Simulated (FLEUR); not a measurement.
## Converging shifted k-point meshes: Nb (Im-3m, 1 atom in the cell)

```
Nb
1.0
   -1.65825     1.65825     1.65825
    1.65825    -1.65825     1.65825
    1.65825     1.65825    -1.65825
Nb
1
Direct
  0.00000   0.00000   0.00000
```

Method of the run: PBE, all-electron FLAPW (FLEUR), scalar-relativistic valence.

Base settings: Kmax = 4 1/bohr; GmaxXC = 14 1/bohr; xcFunctional = pbe; jspins = 1; l_soc = F; mode = hist; fermiSmearingEnergy = 0.00367493 Htr; mesh (inpgen div1-3) = 10 10 10; inpgen gamma flag = true; Gmax = 14 1/bohr.

In this ladder: kpt_gamma = false.

Only quantities that move along the ladder and can be compared are tabulated.

Core times come from one kind of shared machine, to one figure; runs under 30 s give none.

The starting cell has typed, rounded lattice constants, without a prior relaxation at this level. Its lattice was rescaled by up to half a per cent. Spin polarisation is off. Values depend on the basis (sphere radii, cutoffs, local orbitals), which need not be converged.

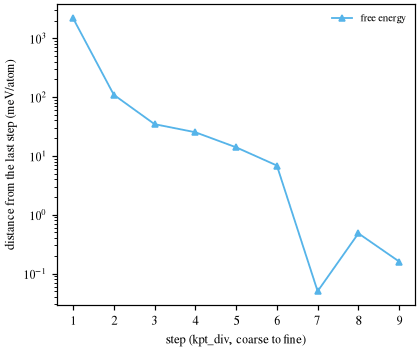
Fig. 1. Distance from the last step along the ladder; very small values are drawn at a floor.

| kpt_div | free energy less the last step's (meV/atom) | core time / last (rough) |
|---|---|---|
| 2 2 2 | 2204.32 | – |
| 4 4 4 | -109.51 | – |
| 6 6 6 | -34.66 | – |
| 8 8 8 | 25.26 | – |
| 10 10 10 | -14.00 | – |
| 12 12 12 | 6.86 | – |
| 16 16 16 | -0.01 | 0.2 |
| 20 20 20 | -0.48 | 0.3 |
| 24 24 24 | -0.16 | 0.3 |
| 30 30 30 | 0.00 | 1 |

Coarsest kpt_div that holds the free energy within 5 meV/atom of the last step, with all finer ones: 16 16 16, at about 0.2 of the last step's time; the step before is off by 6.9 meV/atom.
